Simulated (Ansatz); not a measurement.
# BSiF (triplet): PBE, BLYP, r2SCAN, B97M-V, PBE0, B3LYP over vertical spin and charge gaps, def2-QZVPP, part 2 of 2

Ansatz 0.2.0, Gaussian basis; def2-QZVPP, all electrons in the functionals.

## Step 19: B97M-V, charge 0, quintet

Contents of in.yaml:

```yaml
crystal:
  periodic: [false, false, false]
  atoms:
    - {symbol: F, position_ang: [0.000000, 0.000000, 1.485424]}
    - {symbol: B, position_ang: [0.000000, 0.000000, 0.205103]}
    - {symbol: Si, position_ang: [0.000000, 0.000000, -1.690526]}
basis:
  gaussian: {orbitals: "def2-QZVPP.json"}
magnetization: {spin_polarized: true, initial_magnetization: 4}
hamiltonian: {xc: {name: B97M-V}}
```

Run with:

```bash
$ ansatz run in.yaml --threads 1 --pin off --events-out ev --progress --plain --max-ram 2393MiB
```

The program printed, shortened:

```text
Functional definition: B97M-V
  name "B97M-V"
  cite "Mardirossian & Head-Gordon, J. Chem. Phys. 142, 074111 (2015) doi:10.1063/1.4907719"
  cite "Becke, J. Chem. Phys. 107, 8554 (1997) doi:10.1063/1.475007"
  cite "Vydrov & Van Voorhis, J. Chem. Phys. 133, 244103 (2010) doi:10.1063/1.3521275"
  # Of w^i u^j: cxij and so on, Table III.
[...]
  gx(w, u) = cx00 + cx01*u + cx02*u^2 + (cx10 + cx11*u)*w
[...]
  gos(w, u) = cos00 + cos01*u + cos03*u^3 + cos10*w + cos32*w^3*u^2
[...]
      + integral(e_c_pw_mod_opposite_spin*gos(b97_w_opposite, b97_u_opposite)) + vv10(b, c)
733 factors; their error is unknown
[...]
mean field -11263.78196638 eV, -413.9363523989 hartree, gradient 7.4e-5 eV, S^2 6.004975; 4 other end points of the search recorded, 0 dependent functions left out
reference -11263.78202870 eV, -413.9363546890 hartree; 16, 12 occupied and 168, 172 virtual orbitals, 733 factors
Total energy: -11263.78202870 eV, -413.9363546890 hartree
```

Wall time 42 s (1 thread of Arm Neoverse V1, shared host); peak memory 0.41 GiB.

From the report: ⟨S²⟩ of the determinant 6.005 (pure quintet: 6.00).

From charge 0, triplet: +4.514 eV.

## Step 20: B97M-V, charge 1, doublet

in.yaml: that of step 19 with these lines changed.

```diff
@@ -8,3 +8,4 @@
   gaussian: {orbitals: "def2-QZVPP.json"}
-magnetization: {spin_polarized: true, initial_magnetization: 4}
+total_charge: 1
+magnetization: {spin_polarized: true, initial_magnetization: 1}
 hamiltonian: {xc: {name: B97M-V}}
```

Same command.

The program printed, shortened:

```text
Functional definition: B97M-V
  name "B97M-V"
  cite "Mardirossian & Head-Gordon, J. Chem. Phys. 142, 074111 (2015) doi:10.1063/1.4907719"
  cite "Becke, J. Chem. Phys. 107, 8554 (1997) doi:10.1063/1.475007"
  cite "Vydrov & Van Voorhis, J. Chem. Phys. 133, 244103 (2010) doi:10.1063/1.3521275"
  # Of w^i u^j: cxij and so on, Table III.
[...]
  gx(w, u) = cx00 + cx01*u + cx02*u^2 + (cx10 + cx11*u)*w
[...]
  gos(w, u) = cos00 + cos01*u + cos03*u^3 + cos10*w + cos32*w^3*u^2
[...]
      + integral(e_c_pw_mod_opposite_spin*gos(b97_w_opposite, b97_u_opposite)) + vv10(b, c)
733 factors; their error is unknown
[...]
mean field -11259.66103387 eV, -413.7849109223 hartree, gradient 3.5e-5 eV, S^2 0.755239; 2 other end points of the search recorded, 0 dependent functions left out
reference -11259.66108833 eV, -413.7849129238 hartree; 14, 13 occupied and 170, 171 virtual orbitals, 733 factors
Total energy: -11259.66108833 eV, -413.7849129238 hartree
```

It took 27 s on 1 thread of Arm Neoverse V1, shared host; peak memory 0.38 GiB.

From the report: ⟨S²⟩ of the determinant 0.755 (pure doublet: 0.75).

From charge 0, triplet: +8.635 eV.

## Step 21: B97M-V, charge 1, quartet

in.yaml: that of step 20 with these lines changed.

```diff
@@ -9,3 +9,3 @@
 total_charge: 1
-magnetization: {spin_polarized: true, initial_magnetization: 1}
+magnetization: {spin_polarized: true, initial_magnetization: 3}
 hamiltonian: {xc: {name: B97M-V}}
```

Same command.

The program printed, shortened:

```text
Functional definition: B97M-V
  name "B97M-V"
  cite "Mardirossian & Head-Gordon, J. Chem. Phys. 142, 074111 (2015) doi:10.1063/1.4907719"
  cite "Becke, J. Chem. Phys. 107, 8554 (1997) doi:10.1063/1.475007"
  cite "Vydrov & Van Voorhis, J. Chem. Phys. 133, 244103 (2010) doi:10.1063/1.3521275"
  # Of w^i u^j: cxij and so on, Table III.
[...]
  gx(w, u) = cx00 + cx01*u + cx02*u^2 + (cx10 + cx11*u)*w
[...]
  gos(w, u) = cos00 + cos01*u + cos03*u^3 + cos10*w + cos32*w^3*u^2
[...]
      + integral(e_c_pw_mod_opposite_spin*gos(b97_w_opposite, b97_u_opposite)) + vv10(b, c)
733 factors; their error is unknown
[...]
mean field -11258.54312074 eV, -413.7438283727 hartree, gradient 6.7e-5 eV, S^2 3.753307; 0 other end points of the search recorded, 0 dependent functions left out
reference -11258.54318079 eV, -413.7438305795 hartree; 15, 12 occupied and 169, 172 virtual orbitals, 733 factors
Total energy: -11258.54318079 eV, -413.7438305795 hartree
```

Run time: 16 s. Hardware: 1 thread of Arm Neoverse V1, shared host; peak memory 0.28 GiB.

From the report: ⟨S²⟩ of the determinant 3.753 (pure quartet: 3.75).

From charge 0, triplet: +9.752 eV.

## Step 22: PBE0, charge 0, triplet

in.yaml: that of step 21 with these lines changed.

```diff
@@ -8,4 +8,4 @@
   gaussian: {orbitals: "def2-QZVPP.json"}
-total_charge: 1
-magnetization: {spin_polarized: true, initial_magnetization: 3}
-hamiltonian: {xc: {name: B97M-V}}
+magnetization: {spin_polarized: true, initial_magnetization: 2}
+hamiltonian: {xc: {name: PBE0}}
+output: {orbitals: {seedname: orbitals}}
```

The command is unchanged.

The program printed, shortened:

```text
Functional definition: PBE0
  name "PBE0"
  cite "Adamo & Barone, J. Chem. Phys. 110, 6158 (1999) doi:10.1063/1.478522"
  cite "Perdew, Burke & Ernzerhof, Phys. Rev. Lett. 77, 3865 (1996) doi:10.1103/PhysRevLett.77.3865"
  parent pbe
[...]
753 factors; their error is unknown
[...]
mean field -11264.08659090 eV, -413.9475471436 hartree, gradient 3.7e-5 eV, S^2 2.011068; 0 other end points of the search recorded, 0 dependent functions left out
reference -11264.08662081 eV, -413.9475482428 hartree; 15, 13 occupied and 169, 171 virtual orbitals, 753 factors
Total energy: -11264.08662081 eV, -413.9475482428 hartree
```

Run time: 6 s. Hardware: 1 thread of Arm Neoverse V1, shared host; peak memory 0.32 GiB.

From the report: ⟨S²⟩ of the determinant 2.011 (pure triplet: 2.00).

## Step 23: PBE0, charge 0, singlet

in.yaml: that of step 22 with these lines changed.

```diff
@@ -8,3 +8,3 @@
   gaussian: {orbitals: "def2-QZVPP.json"}
-magnetization: {spin_polarized: true, initial_magnetization: 2}
+magnetization: {spin_polarized: true, initial_magnetization: 0}
 hamiltonian: {xc: {name: PBE0}}
```

Same command.

The program printed, shortened:

```text
Functional definition: PBE0
  name "PBE0"
  cite "Adamo & Barone, J. Chem. Phys. 110, 6158 (1999) doi:10.1063/1.478522"
  cite "Perdew, Burke & Ernzerhof, Phys. Rev. Lett. 77, 3865 (1996) doi:10.1103/PhysRevLett.77.3865"
  parent pbe
[...]
753 factors; their error is unknown
[...]
mean field -11263.86709120 eV, -413.9394806782 hartree, gradient 2.2e-5 eV, S^2 1.010847; 5 other end points of the search recorded, 0 dependent functions left out
reference -11263.86711958 eV, -413.9394817212 hartree; 14, 14 occupied and 170, 170 virtual orbitals, 753 factors
Total energy: -11263.86711958 eV, -413.9394817212 hartree
```

Wall time 25 s (1 thread of Arm Neoverse V1, shared host); peak memory 0.36 GiB.

From the report: ⟨S²⟩ of the determinant 1.011 (pure singlet: 0.00). The determinant is far from a pure spin state, so its energy mixes those of several spin states (harmless only where they are near-degenerate, as at dissociation).

From charge 0, triplet: +0.220 eV.

## Step 24: PBE0, charge 0, quintet

in.yaml: that of step 23 with these lines changed.

```diff
@@ -8,3 +8,3 @@
   gaussian: {orbitals: "def2-QZVPP.json"}
-magnetization: {spin_polarized: true, initial_magnetization: 0}
+magnetization: {spin_polarized: true, initial_magnetization: 4}
 hamiltonian: {xc: {name: PBE0}}
```

Launched as before.

The program printed, shortened:

```text
Functional definition: PBE0
  name "PBE0"
  cite "Adamo & Barone, J. Chem. Phys. 110, 6158 (1999) doi:10.1063/1.478522"
  cite "Perdew, Burke & Ernzerhof, Phys. Rev. Lett. 77, 3865 (1996) doi:10.1103/PhysRevLett.77.3865"
  parent pbe
[...]
753 factors; their error is unknown
[...]
mean field -11259.84687207 eV, -413.7917403502 hartree, gradient 2.2e-5 eV, S^2 6.004970; 0 other end points of the search recorded, 0 dependent functions left out
reference -11259.84690606 eV, -413.7917415995 hartree; 16, 12 occupied and 168, 172 virtual orbitals, 753 factors
Total energy: -11259.84690606 eV, -413.7917415995 hartree
```

Wall time 6.5 s (1 thread of Arm Neoverse V1, shared host); peak memory 0.32 GiB.

From the report: ⟨S²⟩ of the determinant 6.005 (pure quintet: 6.00).

From charge 0, triplet: +4.240 eV.

## Step 25: PBE0, charge 1, doublet

in.yaml: that of step 24 with these lines changed.

```diff
@@ -8,3 +8,4 @@
   gaussian: {orbitals: "def2-QZVPP.json"}
-magnetization: {spin_polarized: true, initial_magnetization: 4}
+total_charge: 1
+magnetization: {spin_polarized: true, initial_magnetization: 1}
 hamiltonian: {xc: {name: PBE0}}
```

Same command.

The program printed, shortened:

```text
Functional definition: PBE0
  name "PBE0"
  cite "Adamo & Barone, J. Chem. Phys. 110, 6158 (1999) doi:10.1063/1.478522"
  cite "Perdew, Burke & Ernzerhof, Phys. Rev. Lett. 77, 3865 (1996) doi:10.1103/PhysRevLett.77.3865"
  parent pbe
[...]
753 factors; their error is unknown
[...]
mean field -11255.41020516 eV, -413.6286958484 hartree, gradient 9.4e-6 eV, S^2 0.755761; 1 other end points of the search recorded, 0 dependent functions left out
reference -11255.41023379 eV, -413.6286969005 hartree; 14, 13 occupied and 170, 171 virtual orbitals, 753 factors
Total energy: -11255.41023379 eV, -413.6286969005 hartree
```

Wall time 16 s (1 thread of Arm Neoverse V1, shared host); peak memory 0.44 GiB.

From the report: ⟨S²⟩ of the determinant 0.756 (pure doublet: 0.75).

From charge 0, triplet: +8.676 eV.

## Step 26: PBE0, charge 1, quartet

in.yaml: that of step 25 with these lines changed.

```diff
@@ -9,3 +9,3 @@
 total_charge: 1
-magnetization: {spin_polarized: true, initial_magnetization: 1}
+magnetization: {spin_polarized: true, initial_magnetization: 3}
 hamiltonian: {xc: {name: PBE0}}
```

Same command.

The program printed, shortened:

```text
Functional definition: PBE0
  name "PBE0"
  cite "Adamo & Barone, J. Chem. Phys. 110, 6158 (1999) doi:10.1063/1.478522"
  cite "Perdew, Burke & Ernzerhof, Phys. Rev. Lett. 77, 3865 (1996) doi:10.1103/PhysRevLett.77.3865"
  parent pbe
[...]
753 factors; their error is unknown
[...]
mean field -11254.31338478 eV, -413.5883884432 hartree, gradient 2.1e-5 eV, S^2 3.751972; 0 other end points of the search recorded, 0 dependent functions left out
reference -11254.31341718 eV, -413.5883896337 hartree; 15, 12 occupied and 169, 172 virtual orbitals, 753 factors
Total energy: -11254.31341718 eV, -413.5883896337 hartree
```

It took 6 s on 1 thread of Arm Neoverse V1, shared host; peak memory 0.32 GiB.

From the report: ⟨S²⟩ of the determinant 3.752 (pure quartet: 3.75).

From charge 0, triplet: +9.773 eV.

## Step 27: B3LYP, charge 0, triplet

Contents of in.yaml:

```yaml
crystal:
  periodic: [false, false, false]
  atoms:
    - {symbol: F, position_ang: [0.000000, 0.000000, 1.485424]}
    - {symbol: B, position_ang: [0.000000, 0.000000, 0.205103]}
    - {symbol: Si, position_ang: [0.000000, 0.000000, -1.690526]}
basis:
  gaussian: {orbitals: "def2-QZVPP.json"}
magnetization: {spin_polarized: true, initial_magnetization: 2}
hamiltonian: {xc: {name: B3LYP}}
```

The command is unchanged.

The program printed, shortened:

```text
Functional definition: B3LYP
  name "B3LYP"
  cite "Stephens, Devlin, Chabalowski & Frisch, J. Phys. Chem. 98, 11623 (1994) doi:10.1021/j100096a001"
  cite "Becke, Phys. Rev. A 38, 3098 (1988) doi:10.1103/PhysRevA.38.3098"
  cite "Lee, Yang & Parr, Phys. Rev. B 37, 785 (1988) doi:10.1103/PhysRevB.37.785"
  cite "Vosko, Wilk & Nusair, Can. J. Phys. 58, 1200 (1980) doi:10.1139/p80-159"
[...]
748 factors; their error is unknown
[...]
mean field -11271.58364362 eV, -414.2230587493 hartree, gradient 5.5e-6 eV, S^2 2.006853; 0 other end points of the search recorded, 0 dependent functions left out
reference -11271.58384496 eV, -414.2230661483 hartree; 15, 13 occupied and 169, 171 virtual orbitals, 748 factors
Total energy: -11271.58384496 eV, -414.2230661483 hartree
```

Wall time 7 s (1 thread of Arm Neoverse V1, shared host); peak memory 0.32 GiB.

From the report: ⟨S²⟩ of the determinant 2.007 (pure triplet: 2.00).

## Step 28: B3LYP, charge 0, singlet

in.yaml: that of step 27 with these lines changed.

```diff
@@ -8,3 +8,3 @@
   gaussian: {orbitals: "def2-QZVPP.json"}
-magnetization: {spin_polarized: true, initial_magnetization: 2}
+magnetization: {spin_polarized: true, initial_magnetization: 0}
 hamiltonian: {xc: {name: B3LYP}}
```

Launched as before.

The program printed, shortened:

```text
Functional definition: B3LYP
  name "B3LYP"
  cite "Stephens, Devlin, Chabalowski & Frisch, J. Phys. Chem. 98, 11623 (1994) doi:10.1021/j100096a001"
  cite "Becke, Phys. Rev. A 38, 3098 (1988) doi:10.1103/PhysRevA.38.3098"
  cite "Lee, Yang & Parr, Phys. Rev. B 37, 785 (1988) doi:10.1103/PhysRevB.37.785"
  cite "Vosko, Wilk & Nusair, Can. J. Phys. 58, 1200 (1980) doi:10.1139/p80-159"
[...]
748 factors; their error is unknown
[...]
mean field -11271.42123274 eV, -414.2170902593 hartree, gradient 8.6e-5 eV, S^2 1.007305; 3 other end points of the search recorded, 0 dependent functions left out
reference -11271.42143247 eV, -414.2170975993 hartree; 14, 14 occupied and 170, 170 virtual orbitals, 748 factors
Total energy: -11271.42143247 eV, -414.2170975993 hartree
```

It took 21 s on 1 thread of Arm Neoverse V1, shared host; peak memory 0.36 GiB.

From the report: ⟨S²⟩ of the determinant 1.007 (pure singlet: 0.00). The determinant is far from a pure spin state, so its energy mixes those of several spin states (harmless only where they are near-degenerate, as at dissociation).

From charge 0, triplet: +0.162 eV.

## Step 29: B3LYP, charge 0, quintet

in.yaml: that of step 28 with these lines changed.

```diff
@@ -8,3 +8,3 @@
   gaussian: {orbitals: "def2-QZVPP.json"}
-magnetization: {spin_polarized: true, initial_magnetization: 0}
+magnetization: {spin_polarized: true, initial_magnetization: 4}
 hamiltonian: {xc: {name: B3LYP}}
```

Launched as before.

The program printed, shortened:

```text
Functional definition: B3LYP
  name "B3LYP"
  cite "Stephens, Devlin, Chabalowski & Frisch, J. Phys. Chem. 98, 11623 (1994) doi:10.1021/j100096a001"
  cite "Becke, Phys. Rev. A 38, 3098 (1988) doi:10.1103/PhysRevA.38.3098"
  cite "Lee, Yang & Parr, Phys. Rev. B 37, 785 (1988) doi:10.1103/PhysRevB.37.785"
  cite "Vosko, Wilk & Nusair, Can. J. Phys. 58, 1200 (1980) doi:10.1139/p80-159"
[...]
748 factors; their error is unknown
[...]
mean field -11267.06591803 eV, -414.0570353959 hartree, gradient 4.2e-5 eV, S^2 6.003655; 1 other end points of the search recorded, 0 dependent functions left out
reference -11267.06612384 eV, -414.0570429593 hartree; 16, 12 occupied and 168, 172 virtual orbitals, 748 factors
Total energy: -11267.06612384 eV, -414.0570429593 hartree
```

Run time: 10 s. Hardware: 1 thread of Arm Neoverse V1, shared host; peak memory 0.33 GiB.

From the report: ⟨S²⟩ of the determinant 6.004 (pure quintet: 6.00).

From charge 0, triplet: +4.518 eV.

## Step 30: B3LYP, charge 1, doublet

in.yaml: that of step 29 with these lines changed.

```diff
@@ -8,3 +8,4 @@
   gaussian: {orbitals: "def2-QZVPP.json"}
-magnetization: {spin_polarized: true, initial_magnetization: 4}
+total_charge: 1
+magnetization: {spin_polarized: true, initial_magnetization: 1}
 hamiltonian: {xc: {name: B3LYP}}
```

The command is unchanged.

The program printed, shortened:

```text
Functional definition: B3LYP
  name "B3LYP"
  cite "Stephens, Devlin, Chabalowski & Frisch, J. Phys. Chem. 98, 11623 (1994) doi:10.1021/j100096a001"
  cite "Becke, Phys. Rev. A 38, 3098 (1988) doi:10.1103/PhysRevA.38.3098"
  cite "Lee, Yang & Parr, Phys. Rev. B 37, 785 (1988) doi:10.1103/PhysRevB.37.785"
  cite "Vosko, Wilk & Nusair, Can. J. Phys. 58, 1200 (1980) doi:10.1139/p80-159"
[...]
748 factors; their error is unknown
[...]
mean field -11263.04419643 eV, -413.9092398531 hartree, gradient 3.4e-5 eV, S^2 0.753805; 2 other end points of the search recorded, 0 dependent functions left out
reference -11263.04439892 eV, -413.9092472945 hartree; 14, 13 occupied and 170, 171 virtual orbitals, 748 factors
Total energy: -11263.04439892 eV, -413.9092472945 hartree
```

It took 19 s on 1 thread of Arm Neoverse V1, shared host; peak memory 0.44 GiB.

From the report: ⟨S²⟩ of the determinant 0.754 (pure doublet: 0.75).

From charge 0, triplet: +8.539 eV.

## Step 31: B3LYP, charge 1, quartet

in.yaml: that of step 30 with these lines changed.

```diff
@@ -9,3 +9,3 @@
 total_charge: 1
-magnetization: {spin_polarized: true, initial_magnetization: 1}
+magnetization: {spin_polarized: true, initial_magnetization: 3}
 hamiltonian: {xc: {name: B3LYP}}
```

Same command.

The program printed, shortened:

```text
Functional definition: B3LYP
  name "B3LYP"
  cite "Stephens, Devlin, Chabalowski & Frisch, J. Phys. Chem. 98, 11623 (1994) doi:10.1021/j100096a001"
  cite "Becke, Phys. Rev. A 38, 3098 (1988) doi:10.1103/PhysRevA.38.3098"
  cite "Lee, Yang & Parr, Phys. Rev. B 37, 785 (1988) doi:10.1103/PhysRevB.37.785"
  cite "Vosko, Wilk & Nusair, Can. J. Phys. 58, 1200 (1980) doi:10.1139/p80-159"
[...]
748 factors; their error is unknown
[...]
mean field -11261.64188945 eV, -413.8577060222 hartree, gradient 3.2e-6 eV, S^2 3.751414; 0 other end points of the search recorded, 0 dependent functions left out
reference -11261.64209555 eV, -413.8577135963 hartree; 15, 12 occupied and 169, 172 virtual orbitals, 748 factors
Total energy: -11261.64209555 eV, -413.8577135963 hartree
```

Run time: 6.5 s. Hardware: 1 thread of Arm Neoverse V1, shared host; peak memory 0.32 GiB.

From the report: ⟨S²⟩ of the determinant 3.751 (pure quartet: 3.75).

From charge 0, triplet: +9.942 eV.

## Step 32: Against the wave-function levels

No level is safe as a reference over these points; UCCSD(T) serves as a yardstick only. It and the other wave-function rows come from earlier runs at the same points. Energies in eV, counted from charge 0, triplet; blanks weren't run or aren't comparable.

```csv
level,triplet to singlet,triplet to quintet,ionisation to the doublet cation,ionisation to the quartet cation
UCCSD(T),,4.408,8.514,9.752
PBE,0.209,4.316,8.644,9.734
BLYP,0.146,4.578,8.354,9.746
r2SCAN,0.138,4.126,8.782,9.608
B97M-V,0.261,4.514,8.635,9.752
PBE0,0.220,4.240,8.676,9.773
B3LYP,0.162,4.518,8.539,9.942
RHF,1.186,3.374,7.910,8.495
UHF,0.321,3.386,7.918,8.599
UMP2,,4.316,8.647,9.601
```

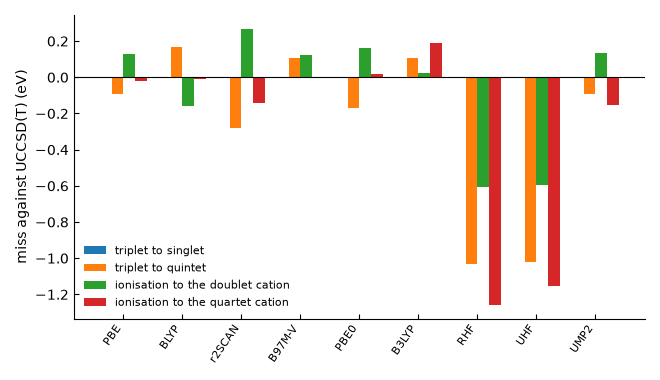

Misses of the gaps against UCCSD(T).

Largest miss and mean time a point (UCCSD(T) took 31 s a point; shared hosts):

```csv
level,largest miss (eV),where,time a point
PBE,+0.130,ionisation to the doublet cation,11 s
BLYP,+0.170,triplet to quintet,13 s
r2SCAN,-0.282,triplet to quintet,32 s
B97M-V,+0.121,ionisation to the doublet cation,37 s
PBE0,-0.169,triplet to quintet,12 s
B3LYP,+0.189,ionisation to the quartet cation,13 s
RHF,-1.257,ionisation to the quartet cation,
UHF,-1.154,ionisation to the quartet cation,
UMP2,-0.151,ionisation to the quartet cation,
```

## Step 33: Summary of results

What follows sums up all 2 parts.

```
                                  quantity                                         value
              triplet to quintet, UCCSD(T)                                      4.408 eV
ionisation to the doublet cation, UCCSD(T)                                      8.514 eV
ionisation to the quartet cation, UCCSD(T)                                      9.752 eV
                         largest miss, PBE  +0.130 eV (ionisation to the doublet cation)
                        largest miss, BLYP                +0.170 eV (triplet to quintet)
                      largest miss, r2SCAN                -0.282 eV (triplet to quintet)
                      largest miss, B97M-V  +0.121 eV (ionisation to the doublet cation)
                        largest miss, PBE0                -0.169 eV (triplet to quintet)
                       largest miss, B3LYP  +0.189 eV (ionisation to the quartet cation)
```

Misses are known at 3 of 4 points at best, and only functionals with that many are ranked. Of the functionals, B97M-V keep the smallest largest miss at the points compared (at most 0.121 eV) and r2SCAN strays most (0.282 eV, at triplet to quintet). PBE, BLYP, r2SCAN, B97M-V, PBE0, B3LYP clearly break the spin symmetry at some points (⟨S²⟩ up to 1.02 above the pure value), so energy there is bought with a mixed spin. Functionals and the yardstick converge differently with the basis, so part of each miss in def2-QZVPP is the basis. The yardstick itself may be off where one determinant is a poor start.
